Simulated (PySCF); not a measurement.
In(H)2(F)(OH2), H4FInO, singlet at its PBE0/def2-SVP optimised geometry (Å):

```
7

In    -1.0219    -1.3303     0.0000
H     -1.6113    -1.5651    -1.5891
H     -1.5842    -1.5108     1.6131
F      1.0219    -1.3303     0.0000
O     -0.1479     0.8544     0.0000
H      0.6887     0.3153     0.0012
H     -0.1587     1.3303     0.8391
```

Method: PBE0/def2-TZVP, def2 effective core potentials past Kr in PySCF. The core electrons that the potentials of In replace are not part of the density. Cells within 0.4 Å of a nucleus heavier than hydrogen are left out (blank, or x).

Map of the deformation density (molecule minus spherical neutral atoms) (e/bohr³) on the plane z = 0.0 Å:

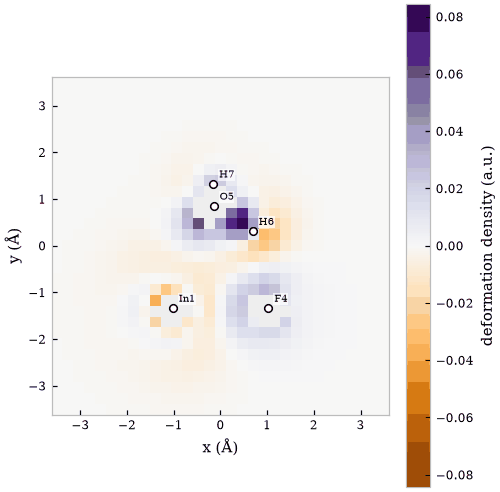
Figure: Deformation density (molecule minus spherical neutral atoms) (e/bohr³) on the plane z = 0.0 Å.
